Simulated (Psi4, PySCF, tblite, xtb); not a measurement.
Two rigid molecules brought together: CH4 ··· C2H3N (SMILES C and CC#N). Monomers: optimised at B3LYP-D3(BJ) (def2-TZVP), held rigid. Orientation: lowest of the rigid-body minima from ten starts at GFN2-xTB. The monomers approach along the line of their centres of mass (distance R); nothing else relaxes.

Geometry at R = 3.70 Å (first 5 atoms: monomer A):
```
11

C      0.0000     0.0000     0.0000
H     -0.7099    -0.4773    -0.6741
H      0.0256     1.0706    -0.1984
H     -0.3070    -0.1710     1.0309
H      0.9913    -0.4224    -0.1584
C      3.1972     1.2821     1.8140
C      3.5812     0.1916     0.9317
N      3.8846    -0.6702     0.2344
H      3.6187     1.1277     2.8074
H      3.5639     2.2304     1.4205
H      2.1114     1.3331     1.8974
```

RHF/STO-3G = restricted Hartree-Fock/STO-3G, no counterpoise correction (PySCF); MP2/aug-cc-pVDZ = DF-MP2/aug-cc-pVDZ, frozen core, counterpoise-corrected (Psi4 1.11); GFN1-xTB (xtb); SCS-MP2/aug-cc-pVDZ = DF-SCS-MP2/aug-cc-pVDZ, frozen core, counterpoise-corrected (Psi4); GFN2-xTB (tblite).

Interaction energies in kcal/mol (negative: bound); R is the distance of the centres of mass, d the H5···C7 distance.

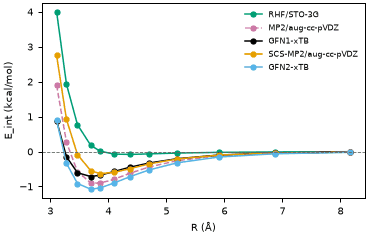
Interaction energy against separation.

```json
[
 {"R / Å": "3.11", "d / Å": "2.30", "RHF/STO-3G": "4.00", "MP2/aug-cc-pVDZ": "1.90", "GFN1-xTB": "0.89", "SCS-MP2/aug-cc-pVDZ": "2.75", "GFN2-xTB": "0.90"},
 {"R / Å": "3.28", "d / Å": "2.46", "RHF/STO-3G": "1.93", "MP2/aug-cc-pVDZ": "0.27", "GFN1-xTB": "-0.15", "SCS-MP2/aug-cc-pVDZ": "0.92", "GFN2-xTB": "-0.34"},
 {"R / Å": "3.47", "d / Å": "2.65", "RHF/STO-3G": "0.77", "MP2/aug-cc-pVDZ": "-0.58", "GFN1-xTB": "-0.61", "SCS-MP2/aug-cc-pVDZ": "-0.09", "GFN2-xTB": "-0.92"},
 {"R / Å": "3.70", "d / Å": "2.88", "RHF/STO-3G": "0.17", "MP2/aug-cc-pVDZ": "-0.90", "GFN1-xTB": "-0.72", "SCS-MP2/aug-cc-pVDZ": "-0.55", "GFN2-xTB": "-1.08"},
 {"R / Å": "3.86", "d / Å": "3.03", "RHF/STO-3G": "0.01", "MP2/aug-cc-pVDZ": "-0.91", "GFN1-xTB": "-0.68", "SCS-MP2/aug-cc-pVDZ": "-0.63", "GFN2-xTB": "-1.04"},
 {"R / Å": "4.10", "d / Å": "3.27", "RHF/STO-3G": "-0.07", "MP2/aug-cc-pVDZ": "-0.79", "GFN1-xTB": "-0.57", "SCS-MP2/aug-cc-pVDZ": "-0.60", "GFN2-xTB": "-0.90"},
 {"R / Å": "4.38", "d / Å": "3.55", "RHF/STO-3G": "-0.08", "MP2/aug-cc-pVDZ": "-0.62", "GFN1-xTB": "-0.45", "SCS-MP2/aug-cc-pVDZ": "-0.49", "GFN2-xTB": "-0.72"},
 {"R / Å": "4.71", "d / Å": "3.88", "RHF/STO-3G": "-0.07", "MP2/aug-cc-pVDZ": "-0.44", "GFN1-xTB": "-0.33", "SCS-MP2/aug-cc-pVDZ": "-0.35", "GFN2-xTB": "-0.52"},
 {"R / Å": "5.19", "d / Å": "4.35", "RHF/STO-3G": "-0.04", "MP2/aug-cc-pVDZ": "-0.26", "GFN1-xTB": "-0.20", "SCS-MP2/aug-cc-pVDZ": "-0.21", "GFN2-xTB": "-0.32"},
 {"R / Å": "5.91", "d / Å": "5.07", "RHF/STO-3G": "-0.02", "MP2/aug-cc-pVDZ": "-0.12", "GFN1-xTB": "-0.10", "SCS-MP2/aug-cc-pVDZ": "-0.10", "GFN2-xTB": "-0.16"},
 {"R / Å": "6.87", "d / Å": "6.02", "RHF/STO-3G": "-0.01", "MP2/aug-cc-pVDZ": "-0.05", "GFN1-xTB": "-0.04", "SCS-MP2/aug-cc-pVDZ": "-0.04", "GFN2-xTB": "-0.06"},
 {"R / Å": "8.17", "d / Å": "7.32", "RHF/STO-3G": "-0.01", "MP2/aug-cc-pVDZ": "-0.02", "GFN1-xTB": "-0.01", "SCS-MP2/aug-cc-pVDZ": "-0.02", "GFN2-xTB": "-0.02"}
]
```

Lowest grid point: RHF/STO-3G -0.08 kcal/mol at R = 4.38 Å; MP2/aug-cc-pVDZ -0.91 kcal/mol at R = 3.86 Å; GFN1-xTB -0.72 kcal/mol at R = 3.70 Å; SCS-MP2/aug-cc-pVDZ -0.63 kcal/mol at R = 3.86 Å; GFN2-xTB -1.08 kcal/mol at R = 3.70 Å.
